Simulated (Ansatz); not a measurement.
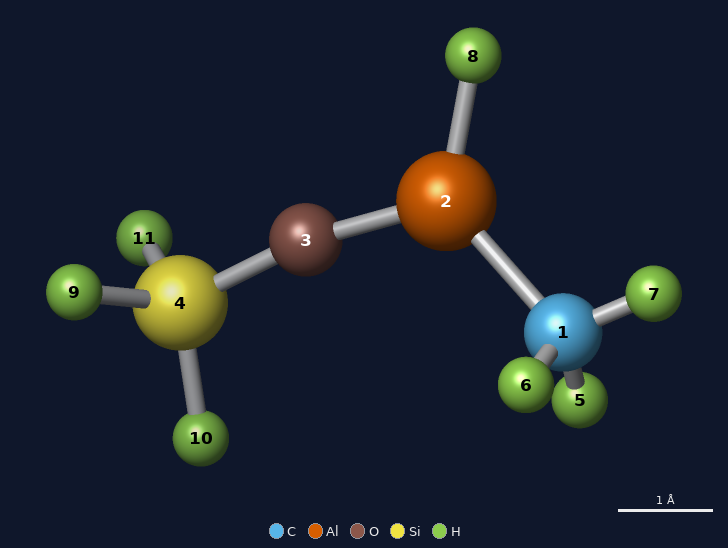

Figure made from data computed with Ansatz.

Geometry: moved along internal coordinates away from the minimum.

Q: How are the neighbours of atom 1 arranged?

A: C1 has 4 neighbours (Al2 at 1.94, H5 at 1.09, H6 at 1.10, H7 at 1.09 Å); the arrangement is tetrahedral.

Q: Describe the coordination of atom 2.

A: Al2 has 3 neighbours (C1 at 1.94, O3 at 1.69, H8 at 1.58 Å); the arrangement is trigonal planar.

Q: Describe the coordination of atom 4.

A: Si4 has 4 neighbours (O3 at 1.62, H9 at 1.49, H10 at 1.49, H11 at 1.49 Å); the arrangement is tetrahedral.
